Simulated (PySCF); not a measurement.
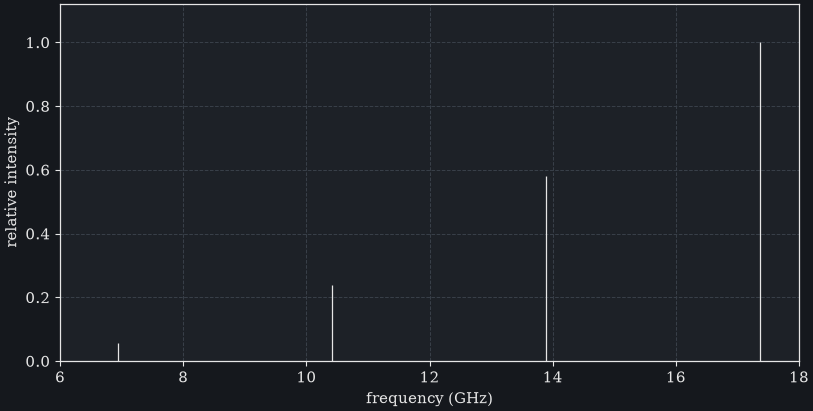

Simulated rotational absorption lines between 6 and 18 GHz at 2 K: rigid rotor with the equilibrium constants and dipole of one optimised conformer (PBE0-D3(BJ)/def2-SVP, PySCF 2.14.0), commonest isotopes; no centrifugal distortion, hyperfine structure, internal rotation or nuclear-spin weights; lines within 1 MHz of each other are summed.

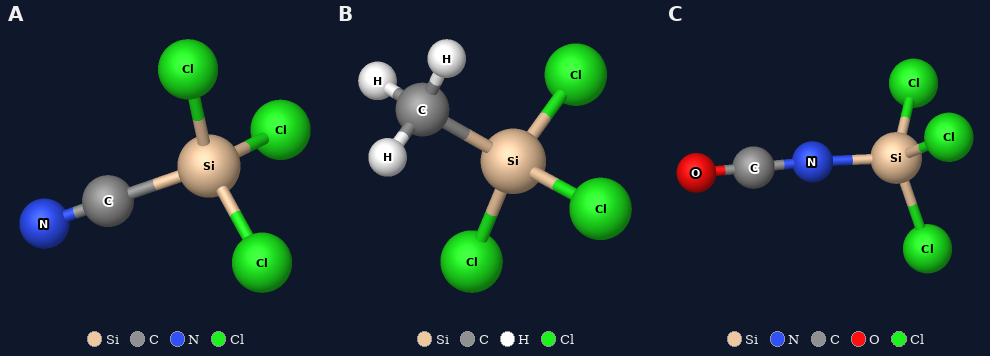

**Which molecule gives this spectrum? The candidates are drawn in the second picture.**

Structure B, CH₃Cl₃Si (SiMeCl3), SMILES C[Si](Cl)(Cl)Cl. Rotational constants A, B, C = 1.736, 1.736, 1.297 GHz, |μa|, |μb|, |μc| = 0.00, 0.01, 2.13 D.

Known limits of this run: coarse grid, loose stop and no frequency check, small forces are noise and the end may be a saddle.
